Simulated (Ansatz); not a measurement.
## ZrS2: pressure series

Start from ZrS$_{2}$ in the CdI2 type structure (space group P-3m1, No. 164; a = 3.6348 Å, c = 5.7196 Å; layered, stacked along the Cartesian z axis).

Cell and atoms are relaxed at each pressure.

Computed with plane-wave PAW DFT at the PBE-D3(BJ) level (Ansatz, a first-principles code, 420 eV), spin-orbit coupling left out.

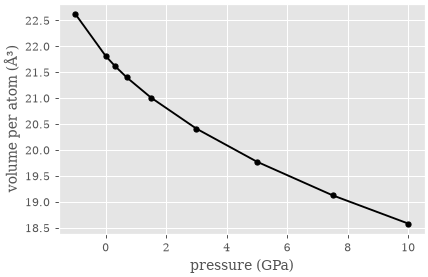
Figure. Volume per atom against pressure

**Question.** From the plot, what is the volume per atom for pressure 3 GPa?

**Answer.** About 20.4 Å³.

**Question.** Is the trend monotonic over the range shown?

**Answer.** Yes, it falls throughout, spanning 18.58 Å³ to 22.62 Å³.

The mesh was chosen for an insulator and is coarse for the gapless case. Load acts through the strain it causes; cell and atoms are relaxed under it. Stability against distortions was not tested. No other phases were tried under pressure. The final runs are not spin-polarised.
